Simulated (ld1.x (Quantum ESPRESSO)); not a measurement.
**A TM potential for Ru, from input to tests**

Aim: build the potential from the settings below, then test how well it stands in for the atom: other configurations, scattering, ghost states and the plane-wave cutoff that it needs.

Program: ld1.x (Quantum ESPRESSO) 7.5. Reference atom: PBEsol, scalar-relativistic, spherical and spin-unpolarised. All values are calculated.

## 1. Settings

Typed settings, in words:

```
element                 : ruthenium (Ru, Z = 44)
type                    : norm-conserving Troullier–Martins (Kleinman–Bylander form)
frozen core             : [Kr]
valence charge          : 8
reference configuration : 4d7 5s1 5p0
partial waves           : 5s (bound): rc 2.55 bohr; 5p (bound, empty): rc 2.55 bohr; 4f channel at 0.3 Ry: rc 2.50 bohr; 4d (bound): rc 1.30 bohr
local potential         : the d channel
core correction         : a·sin(br)/r model core inside 1.00 bohr
```

An earlier all-electron run gives the scale for the radii.

All-electron outer shells of the reference configuration (PBEsol, scalar-relativistic, ld1.x):

```
shell  level (eV)  outermost node (bohr)  outermost maximum (bohr)
   4s      -76.31                   0.48                      0.92
   4p      -46.38                   0.49                      0.98
   4d       -5.22                   0.48                      1.21
   5s       -4.27                   1.24                      2.73
   5p       -0.87                   1.41                      3.87
```

## 2. The generation run

Contents of Ru.in:

```
 &input
   title='Ru', zed=44., rel=1, dft='PBESOL', iswitch=3,
   config='[Kr] 4d7 4f-2 5s1 5p0',
   nld=4, rlderiv=2.75, eminld=-2.0, emaxld=5.0, deld=0.02
 /
 &inputp
   pseudotype=2, tm=.true., lloc=2,
   nlcc=.true., rcore=1.00,
   file_pseudopw='Ru.UPF', file_wfcaegen='ae.wfc', file_wfcncgen='nc.wfc', file_beta='beta', file_chi='chi'
 /
4
5S  1  0   1.00   0.00  2.55  2.55  0.0
5P  2  1   0.00   0.00  2.55  2.55  0.0
4F  4  3  -2.00   0.30  2.50  2.50  0.0
4D  3  2   7.00   0.00  1.30  1.30  0.0
 &test
   configts(1)='4d7 5s1 5p0'
 /
```

Run with:

```console
$ ld1.x < Ru.in > Ru.out
```

Output in Ru.out (without the banner and most projector matrices):

```text
     Program LD1 v.7.5
     --------------------------- All-electron run ----------------------------

     Ru
     scalar relativistic calculation

     atomic number is 44.00
     dft =PBESOL   lsd =0 sic =0 latt =0  beta=0.20 tr2=1.0E-14
     Exchange-correlation= PBESOL
                           (   1   4  10   8   0   0   0)
     mesh =1233 r(mesh) = 101.06970 a.u. xmin = -7.00 dx = 0.01250
     1 Ry =  13.60569312 eV, c = 137.03599908

     n l     nl                  e(Ry)          e(Ha)          e(eV)
     1 0     1S 1( 2.00)     -1611.4219      -805.7110    -21924.5120
     2 0     2S 1( 2.00)      -231.7044      -115.8522     -3152.4986
     2 1     2P 1( 6.00)      -207.5575      -103.7788     -2823.9643
     3 0     3S 1( 2.00)       -40.7836       -20.3918      -554.8887
     3 1     3P 1( 6.00)       -32.8500       -16.4250      -446.9467
     4 0     4S 1( 2.00)        -5.6090        -2.8045       -76.3146
     4 1     4P 1( 6.00)        -3.4088        -1.7044       -46.3795
     3 2     3D 1(10.00)       -20.0745       -10.0373      -273.1280
     4 2     4D 1( 7.00)        -0.3834        -0.1917        -5.2165
     5 0     5S 1( 1.00)        -0.3137        -0.1569        -4.2681
     5 1     5P 1( 0.00)        -0.0636        -0.0318        -0.8649

     final scf error:  8.6E-15 reached in  31 iterations

     Etot =   -9056.870064 Ry,   -4528.435032 Ha, -123224.994752 eV

     Ekin =    9364.981604 Ry,    4682.490802 Ha,  127417.065804 eV
     Encl =  -21853.245723 Ry,  -10926.622861 Ha, -297328.555044 eV
     Eh   =    3693.446866 Ry,    1846.723433 Ha,   50251.904628 eV
     Exc  =    -262.052812 Ry,    -131.026406 Ha,   -3565.410140 eV

     normalization and overlap integrals

     s(1S/1S) =  1.000000  <r> =   0.0334  <r2> =    0.0015  r(max) =   0.0216
     s(2S/2S) =  1.000000  <r> =   0.1457  <r2> =    0.0250  r(max) =   0.1229
     s(2P/2P) =  1.000000  <r> =   0.1270  <r2> =    0.0197  r(max) =   0.0981
     s(3S/3S) =  1.000000  <r> =   0.4030  <r2> =    0.1859  r(max) =   0.3600
     s(3P/3P) =  1.000000  <r> =   0.4032  <r2> =    0.1891  r(max) =   0.3555
     s(4S/4S) =  1.000000  <r> =   1.0186  <r2> =    1.1768  r(max) =   0.9193
     s(4P/4P) =  1.000000  <r> =   1.1284  <r2> =    1.4621  r(max) =   0.9785
     s(3D/3D) =  1.000000  <r> =   0.3843  <r2> =    0.1768  r(max) =   0.3022
     s(4D/4D) =  1.000000  <r> =   1.7030  <r2> =    3.6423  r(max) =   1.2102
     s(5S/5S) =  1.000000  <r> =   3.3581  <r2> =   13.0619  r(max) =   2.7273
     s(5P/5P) =  1.000000  <r> =   5.2664  <r2> =   33.5220  r(max) =   3.8702

     ------------------------ End of All-electron run ------------------------

     --------------------- Generating NC pseudopotential ---------------------

      Generating local pot.: lloc=2, matching radius rcloc =   1.3000

      Computing core charge for nlcc:

       r > 1.00 : true rho core
       r < 1.00 : rho core = a sin(br)/r    a=  12.93  b=   2.26

      Integrated core pseudo-charge :  10.23

      Wfc   5S  rcut= 2.562  Using Troullier-Martins method

      Wfc   5P  rcut= 2.562  Using Troullier-Martins method

      Wfc   4F  rcut= 2.499  Using Troullier-Martins method

     ------------------- End of pseudopotential generation -------------------

     [... the all-electron block is printed once more ...]


     Computing logarithmic derivative in   2.74445
     Computing logarithmic derivative in   2.74445
     Computing the partial wave expansion
     R is outside the sphere for l=    0 j= 0.00
     R is outside the sphere for l=    1 j= 0.00
       no projector for channel:   2
     R is outside the sphere for l=    3 j= 0.00

     ---------------------- Testing the pseudopotential ----------------------

     Ru
     scalar relativistic calculation

     atomic number is 44.00   valence charge is  8.00
     dft =PBESOL   lsd =0 sic =0 latt =0  beta=0.20 tr2=1.0E-14
     mesh =1233 r(mesh) = 101.06970 xmin = -7.00 dx = 0.01250

     n l     nl             e AE (Ry)        e PS (Ry)    De AE-PS (Ry)
     3 2     4D   1( 7.00)       -0.38341       -0.38339       -0.00002
     1 0     5S   1( 1.00)       -0.31370       -0.31370        0.00000
     2 1     5P   1( 0.00)       -0.06357       -0.06357       -0.00000

     eps = 7.2E-15  iter =  8

     Etot =   -9056.870064 Ry,   -4528.435032 Ha, -123224.994752 eV
     Etotps =   -48.418543 Ry,     -24.209272 Ha,    -658.767840 eV

     Ekin =      33.603742 Ry,      16.801871 Ha,     457.202202 eV
     Encl =     -88.882959 Ry,     -44.441480 Ha,   -1209.314265 eV
     Ehrt =      31.220705 Ry,      15.610352 Ha,     424.779325 eV
     Ecxc =     -24.732778 Ry,     -12.366389 Ha,    -336.506592 eV
     (Ecc =     -15.166286 Ry,      -7.583143 Ha,    -206.347833 eV)
     Epseu=       0.372748 Ry,       0.186374 Ha,       5.071491 eV

     ---------------------- End of pseudopotential test ----------------------
```

Wall time 1.5 s (1 thread of Neoverse-V1, shared host). (Generation and the later configuration tests together.)

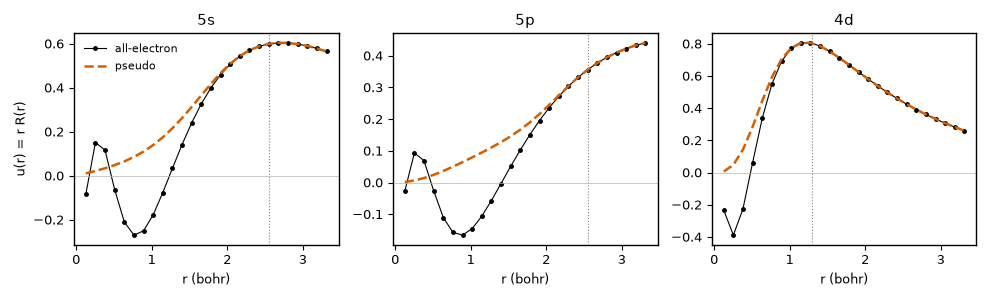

Bound waves of the atom and their pseudo partners (5s, 5p, 4d), with the matching radii dotted. The curves join 26 sampled radii, too few to resolve the innermost nodes.

## 3. Configuration tests

Contents of Ru.test.in:

```
 &input
   title='Ru', zed=44., rel=1, dft='PBESOL', iswitch=2,
   config='[Kr] 4d7 4f-2 5s1 5p0'
 /
 &test
   file_pseudo='Ru.UPF', nconf=8,
   configts(1)='4d7 5s1 5p0',
   configts(2)='4d7 5s0 5p0',
   configts(3)='4d6 5s0 5p0',
   configts(4)='4d5 5s0 5p0',
   configts(5)='4d7 5s0 5p1',
   configts(6)='4d6 5s2 5p0',
   configts(7)='4d6 5s1 5p0',
   configts(8)='4d6 5s1 5p1'
 /
```

Run with:

```console
$ ld1.x < Ru.test.in > Ru.test.out
```

Ru.test.out, the pseudopotential blocks, each with the warnings that came before it:

```text
     ---------------------- Testing the pseudopotential ----------------------

     Ru
     scalar relativistic calculation

     atomic number is 44.00   valence charge is  8.00
     dft =PBESOL   lsd =0 sic =0 latt =0  beta=0.20 tr2=1.0E-14
     mesh =1233 r(mesh) = 101.06970 xmin = -7.00 dx = 0.01250

     n l     nl             e AE (Ry)        e PS (Ry)    De AE-PS (Ry)
     3 2     4D   1( 7.00)       -0.38341       -0.38339       -0.00002
     1 0     5S   1( 1.00)       -0.31370       -0.31370        0.00000
     2 1     5P   1( 0.00)       -0.06357       -0.06357       -0.00000

     eps = 1.4E-15  iter =  8

     Etot =   -9056.870064 Ry,   -4528.435032 Ha, -123224.994752 eV
     Etotps =   -48.418543 Ry,     -24.209272 Ha,    -658.767838 eV

     Ekin =      33.603742 Ry,      16.801871 Ha,     457.202204 eV
     Encl =     -88.882959 Ry,     -44.441479 Ha,   -1209.314262 eV
     Ehrt =      31.220704 Ry,      15.610352 Ha,     424.779321 eV
     Ecxc =     -24.732778 Ry,     -12.366389 Ha,    -336.506592 eV
     (Ecc =     -15.166286 Ry,      -7.583143 Ha,    -206.347833 eV)
     Epseu=       0.372748 Ry,       0.186374 Ha,       5.071490 eV

     ---------------------- End of pseudopotential test ----------------------

     ---------------------- Testing the pseudopotential ----------------------

     Ru
     [...]
     n l     nl             e AE (Ry)        e PS (Ry)    De AE-PS (Ry)
     3 2     4D   1( 7.00)       -0.92212       -0.92018       -0.00194
     1 0     5S   1( 0.00)       -0.76879       -0.77145        0.00266
     2 1     5P   1( 0.00)       -0.44196       -0.44391        0.00194

     eps = 7.1E-16  iter =  9

     Etot =   -9056.333607 Ry,   -4528.166804 Ha, -123217.695881 eV
     Etotps =   -47.880877 Ry,     -23.940438 Ha,    -651.452518 eV
     dEtot_ae =       0.536457 Ry
     dEtot_ps =       0.537666 Ry,   Delta E=      -0.001209 Ry

     [...]
     ---------------------- End of pseudopotential test ----------------------

     Warning: n=2, l=1 expected 0 nodes, found 1
     ---------------------- Testing the pseudopotential ----------------------

     Ru
     [...]
     n l     nl             e AE (Ry)        e PS (Ry)    De AE-PS (Ry)
     3 2     4D   1( 6.00)       -1.77344       -1.78148        0.00803  !
     1 0     5S   1( 0.00)       -1.39537       -1.39859        0.00321
     2 1     5P   1( 0.00)       -0.97839       -1.20388        0.22549  !

     eps = 3.1E-17  iter =  7

     Etot =   -9054.997085 Ry,   -4527.498543 Ha, -123199.511572 eV
     Etotps =   -46.542428 Ry,     -23.271214 Ha,    -633.241998 eV
     dEtot_ae =       1.872979 Ry
     dEtot_ps =       1.876115 Ry,   Delta E=      -0.003135 Ry

     [...]
     ---------------------- End of pseudopotential test ----------------------

     Warning: n=1, l=0 expected 0 nodes, found 1
     ---------------------- Testing the pseudopotential ----------------------

     Ru
     [...]
     n l     nl             e AE (Ry)        e PS (Ry)    De AE-PS (Ry)
     3 2     4D   1( 5.00)       -2.74396       -2.77756        0.03360  !
     1 0     5S   1( 0.00)       -2.10337       -2.10337        0.00000
     2 1     5P   1( 0.00)       -1.60530       -1.60530        0.00000

     eps = 4.1E-17  iter =  7

     Etot =   -9052.747344 Ry,   -4526.373672 Ha, -123168.902276 eV
     Etotps =   -44.273122 Ry,     -22.136561 Ha,    -602.366514 eV
     dEtot_ae =       4.122721 Ry
     dEtot_ps =       4.145421 Ry,   Delta E=      -0.022700 Ry

     [...]
     ---------------------- End of pseudopotential test ----------------------

     ---------------------- Testing the pseudopotential ----------------------

     Ru
     [...]
     n l     nl             e AE (Ry)        e PS (Ry)    De AE-PS (Ry)
     3 2     4D   1( 7.00)       -0.49827       -0.49736       -0.00091
     1 0     5S   1( 0.00)       -0.39329       -0.39402        0.00073
     2 1     5P   1( 1.00)       -0.12630       -0.12649        0.00019

     eps = 2.1E-15  iter = 12

     Etot =   -9056.611397 Ry,   -4528.305699 Ha, -123221.475407 eV
     Etotps =   -48.159564 Ry,     -24.079782 Ha,    -655.244244 eV
     dEtot_ae =       0.258667 Ry
     dEtot_ps =       0.258979 Ry,   Delta E=      -0.000312 Ry

     [...]
     ---------------------- End of pseudopotential test ----------------------

     ---------------------- Testing the pseudopotential ----------------------

     Ru
     [...]
     n l     nl             e AE (Ry)        e PS (Ry)    De AE-PS (Ry)
     3 2     4D   1( 6.00)       -0.56417       -0.57375        0.00958  !
     1 0     5S   1( 2.00)       -0.38422       -0.38132       -0.00290
     2 1     5P   1( 0.00)       -0.09814       -0.09621       -0.00192

     eps = 4.8E-15  iter = 10

     Etot =   -9056.746930 Ry,   -4528.373465 Ha, -123223.319419 eV
     Etotps =   -48.289953 Ry,     -24.144976 Ha,    -657.018279 eV
     dEtot_ae =       0.123135 Ry
     dEtot_ps =       0.128590 Ry,   Delta E=      -0.005455 Ry

     [...]
     ---------------------- End of pseudopotential test ----------------------

     ---------------------- Testing the pseudopotential ----------------------

     Ru
     [...]
     n l     nl             e AE (Ry)        e PS (Ry)    De AE-PS (Ry)
     3 2     4D   1( 6.00)       -1.13335       -1.14069        0.00734  !
     1 0     5S   1( 1.00)       -0.86789       -0.86587       -0.00202
     2 1     5P   1( 0.00)       -0.51188       -0.51188        0.00000

     eps = 1.2E-16  iter =  9

     Etot =   -9056.125560 Ry,   -4528.062780 Ha, -123214.865249 eV
     Etotps =   -47.671174 Ry,     -23.835587 Ha,    -648.599365 eV
     dEtot_ae =       0.744505 Ry
     dEtot_ps =       0.747369 Ry,   Delta E=      -0.002864 Ry

     [...]
     ---------------------- End of pseudopotential test ----------------------

     ---------------------- Testing the pseudopotential ----------------------

     Ru
     [...]
     n l     nl             e AE (Ry)        e PS (Ry)    De AE-PS (Ry)
     3 2     4D   1( 6.00)       -0.67267       -0.68376        0.01109  !
     1 0     5S   1( 1.00)       -0.45683       -0.45540       -0.00142
     2 1     5P   1( 1.00)       -0.15451       -0.15317       -0.00133

     eps = 7.0E-15  iter = 10

     Etot =   -9056.452625 Ry,   -4528.226313 Ha, -123219.315205 eV
     Etotps =   -47.996151 Ry,     -23.998075 Ha,    -653.020897 eV
     dEtot_ae =       0.417439 Ry
     dEtot_ps =       0.422392 Ry,   Delta E=      -0.004953 Ry

     [...]
     ---------------------- End of pseudopotential test ----------------------
```

The tests as a table, with energies relative to 4d7 5s1 5p0. A star marks tests that logged a warning.

| valence configuration | charge | ΔE all-electron (eV) | error AE − PS (meV) |
| --- | --- | --- | --- |
| 4d7 5s0 5p0 | +1 | 7.299 | -16 |
| 4d6 5s0 5p0 * | +2 | 25.483 | -43 |
| 4d5 5s0 5p0 * | +3 | 56.092 | -309 |
| 4d7 5s0 5p1 | 0 | 3.519 | -4.2 |
| 4d6 5s2 5p0 | 0 | 1.675 | -74 |
| 4d6 5s1 5p0 | +1 | 10.130 | -39 |
| 4d6 5s1 5p1 | 0 | 5.680 | -67 |

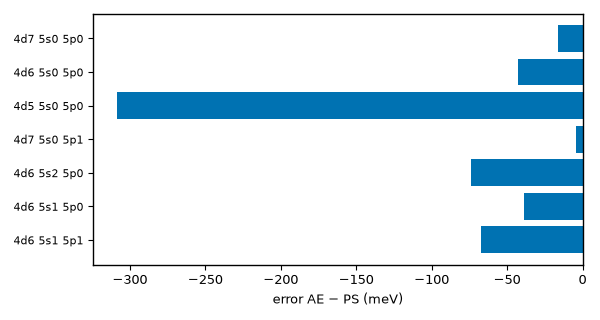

Error of the potential in each test configuration.

## 4. Does it scatter like the atom?

Taken from the files of the generation run. The phase is arctan(r·u′/u) with u = r·R, unwrapped, with energies in Ry. A pole is an energy at which the radial function vanishes at the test radius. The pseudo phase is shifted by a multiple of π to meet the all-electron one at the reference energy. Levels narrower than the energy grid can be missing from the poles. The last column is the largest difference on the grid between −1 and +1 Ry.

| channel | radius (bohr) | reference (Ry) | poles AE | poles PS | window around the reference with phases within 0.05 rad (Ry) | largest difference near zero (rad) |
| --- | --- | --- | --- | --- | --- | --- |
| s | 2.74 | -0.31 | 1.84 | 1.56 | below 1.9 | 0.018 |
| p | 2.74 | -0.06 | 2.99 | 2.62 | -2.0 to 3.1 | 0.022 |
| d | 2.74 | -0.38 | -0.09 | -0.09 | the whole range | 0.000 |
| f | 2.74 | 0.30 | 3.12 | 3.27 | below 3.6 | 0.000 |

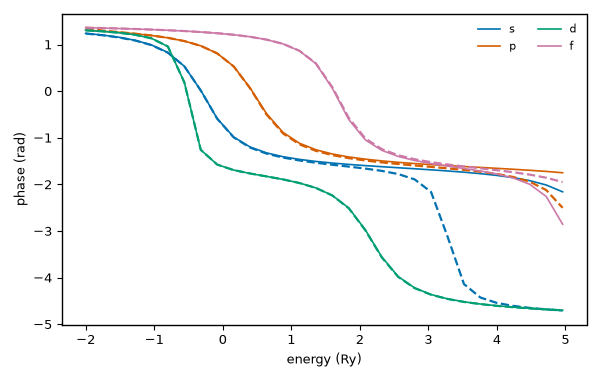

All-electron (solid) and pseudo (dashed) phases against energy.

## 5. Cutoff and ghost test in a Bessel basis

A separate test, outside the generator: the pseudo-atom's Hamiltonian at the reference potential is diagonalised in spherical Bessel functions j_l(qr) that vanish at 20 bohr, with q² up to the cutoff.

All-electron valence levels (Ry): 5s -0.3137, 5p -0.0636, 4d -0.3834. The lowest levels of each channel (Ry) by cutoff; the last column sums, over occupied levels, occupation times the distance from the level at 400 Ry. A positive value at high cutoff is not a bound level.

```
cutoff (Ry)     s #1     s #2     p #1     p #2    f #1     d #1  Σ f·Δε (mRy)
          8  -3.6187  -0.3105  -0.0638   0.0534  0.1091   0.0444        2997.4
         12  -5.9560  -0.3124  -0.0649   0.0533  0.1091  -0.0083        2627.3
         21  -7.8378  -0.3136  -1.4449  -0.0634  0.1091  -0.2155        1175.3
         30  -8.1876  -0.3137  -1.9222  -0.0635  0.1091  -0.3182         456.5
         40  -8.2861  -0.3137  -2.0697  -0.0635  0.1091  -0.3690         101.1
         50  -8.2980  -0.3137  -2.1171  -0.0635  0.1091  -0.3804          20.8
         60  -8.2986  -0.3137  -2.1241  -0.0635  0.1091  -0.3827           4.5
         70  -8.2987  -0.3137  -2.1248  -0.0635  0.1091  -0.3833           0.8
         90  -8.2993  -0.3137  -2.1249  -0.0635  0.1091  -0.3834           0.2
        400  -8.2996  -0.3137  -2.1252  -0.0635  0.1091  -0.3834           0.0
```

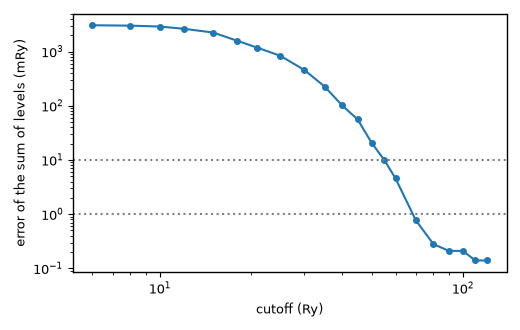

Occupation-weighted error of the valence levels against the cutoff; the dotted lines mark 10 and 1 mRy.

The sum stays within 10 mRy from 60 Ry and within 1 mRy from 70 Ry. The sum leaves out empty levels, which can need more. Ghost test: ghost states, bound below the all-electron valence or empty levels of the same l: s at -112.9 eV, p at -28.9 eV.

## 6. Outcome

| quantity | value |
| --- | --- |
| cutoffs for 10 and 1 mRy, occupied levels | 60 Ry and 70 Ry |
| bound ghosts | s at -112.92 eV, p at -28.91 eV |
| largest test error (AE − PS) | -309 meV, for 4d5 5s0 5p0 (one of 2 tests with a warning) |
| largest phase difference near zero energy, channels read | 0.022 rad |

In words: A bound ghost (s, p) makes it unfit for use: electrons can fall into a state that the atom doesn't have. The worst unpolarised test, 4d5 5s0 5p0, is off by 309 meV on 56.1 eV; by total energies transferability rates as poor. That test lies far up in energy; among those under 40 eV, nearer to bonding, the largest error is 74 meV. It counts as of middling hardness, with 60 Ry needed at the looser tolerance. The slowest occupied level is 4d: taken alone it needs 60 Ry to come within 1 mRy, against 15 Ry for 5s. Near zero energy the phases of the channels with partial waves agree within 0.022 rad. All of this concerns the isolated atom, not yet a solid.
